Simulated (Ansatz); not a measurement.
Input file:

```
crystal:
  periodic: [false, false, false]
  atoms:
    - { symbol: C, position_ang: [-0.89493, 1.03014, 0.00827] }
    - { symbol: C, position_ang: [-0.509, 0.21346, 0.98151] }
    - { symbol: S, position_ang: [1.19945, -0.11421, 1.38904] }
    - { symbol: Al, position_ang: [1.17813, -0.98757, -0.62583] }
    - { symbol: H, position_ang: [-1.939, 1.23467, -0.16483] }
    - { symbol: H, position_ang: [-0.1803, 1.56138, -0.60505] }
    - { symbol: H, position_ang: [-1.21499, -0.25299, 1.65439] }
    - { symbol: H, position_ang: [1.18685, -2.52225, -0.7176] }
    - { symbol: H, position_ang: [1.17379, -0.16263, -1.9199] }
basis:
  gaussian: { orbitals: "6-31G*" }
hamiltonian:
  xc: b3lyp
  dispersion: d4
relax:
  f_tol: 0.015
  max_steps: 40
output:
  orbitals: {}
```

Command:

```sh
ansatz run input.yaml --threads 1 --pin off --max-ram 2048MiB --backend cpu --events-out ev --progress --plain --runs-dir out
```

The fields are those of the relaxed geometry.

Level of theory: RKS B3LYP-D4/6-31G* (Ansatz 0.2.0).

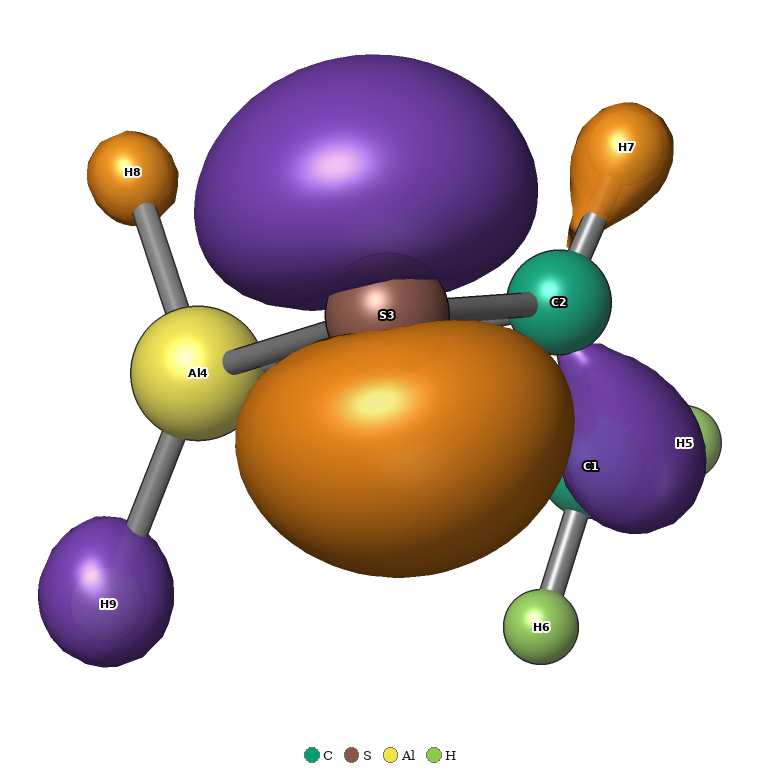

C2H5AlS. The HOMO at ±0.15 Å⁻³ᐟ² (orange and purple are the two phases), seen at a tilt.

Where does this orbital lie, and at what energy?

Answer. Its weight (Hirshfeld) is mainly on S3 (about 75 %); largely a lone pair of S3. Its energy is −6.60 eV.
